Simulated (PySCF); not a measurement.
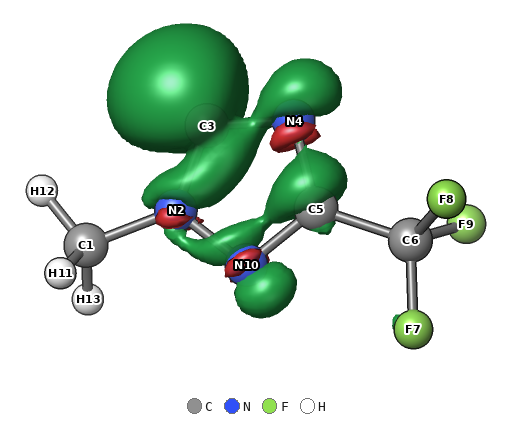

Figure 1: C₄H₃F₃N₃ (doublet). Isosurfaces of the spin density (α minus β) at +0.02 (green) and −0.02 e/Å³ (red), seen at a tilt.

Geometry: GFN2-xTB.

All numbers below come from PySCF 2.14.0, density-fitted response routines, UKS B3LYP, pcH-1 on C F H N, non-relativistic, mean-field spin-orbit, GIAO.

```xyz
13

C     2.4439    0.3034    0.1795
N     1.1187   -0.2074   -0.0071
C     0.6913   -1.4300   -0.3134
N    -0.6028   -1.5125   -0.3837
C    -0.9785   -0.2494   -0.0980
C    -2.4028    0.1925   -0.0609
F    -2.5166    1.4543    0.3655
F    -3.1469   -0.5641    0.7540
F    -2.9782    0.1379   -1.2704
N     0.0372    0.5674    0.1351
H     2.5995    0.5540    1.2302
H     3.1627   -0.4520   -0.1305
H     2.5681    1.2066   -0.4180
```

Q: Describe the spin distribution.

A: The unpaired spin (1 electron) lies mostly on C3 (about 0.8) and N4 (about 0.1), in electrons by Hirshfeld's partition.
